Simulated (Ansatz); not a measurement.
Electronic density of states of amorphous Hf18O38Si, density 8.72 g/cm³, on a 2×2×2 Γ-centred mesh with a Gaussian width of 0.1 eV; energies count from the Fermi level, whose place inside the gap is arbitrary. Cell and mesh are small, so fine structure isn't converged. These are PBE, scalar-relativistic without spin-orbit coupling (plane waves to 420 eV, PAW; Ansatz, a program for electronic structure) values and carry that method's errors. Sampling: a 2×2×2 Γ-centred mesh; Fermi-Dirac width 0.02 eV; no spin polarisation. At PBE the levels at the filled edge of the gap are localised (band-tail or defect states), and the nearest spread-out levels lie 4.2 eV apart at the zone centre.

Preparation: random packing, a CHGNet melt and quench, and a DFT relaxation. O atoms were pushed apart under 1.9 Å during the dynamics, to hinder bonds among them. The hot cell started wider than the set density and was brought back towards it in steps. It is the lowest in DFT energy of 2 quenches. It is a model cell: composition and starting density were chosen by hand, and all elements were melted together. No dispersion term was used. Its density started from a set value of 8.61 and ended at 8.72 g/cm³. The quench (nominally 380 K/ps over its main leg) was far faster than any real one, so the model tends to hold more defects than a real film. A cell of this size samples the disorder only roughly. Volume and shape were free in the relaxation.

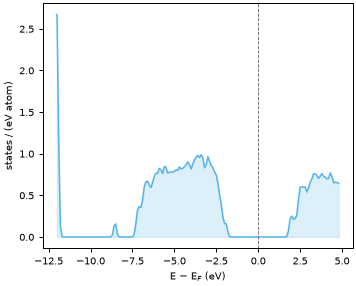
*Density of states per atom*

The level gap on this mesh is 3.75 eV; the broadening fills part of it in the curve.
